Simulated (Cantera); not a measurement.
Input: 1 mol BaF2, 0.29 mol H2, held at 0.000900 Torr.

Cantera equilibrium calculation (NASA polynomials, part measured and part estimated; ideal gas, pure solids and liquids). Candidate condensed phases: Ba, BaF2; 14 gas species. Kinetics and transport are ignored.

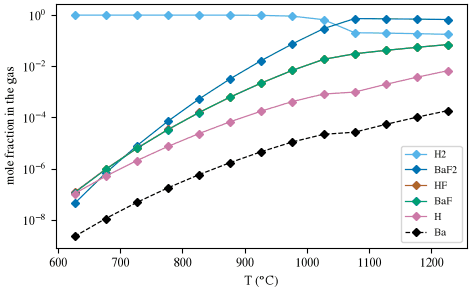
*Equilibrium gas composition (values under 1e-9 drawn at 1e-9)*

From 627 °C to 1027 °C the condensed part is BaF2(s). From 1077 °C to 1227 °C nothing is condensed. The main Ba-bearing gas is BaF at 627 °C and BaF2 at 1227 °C.
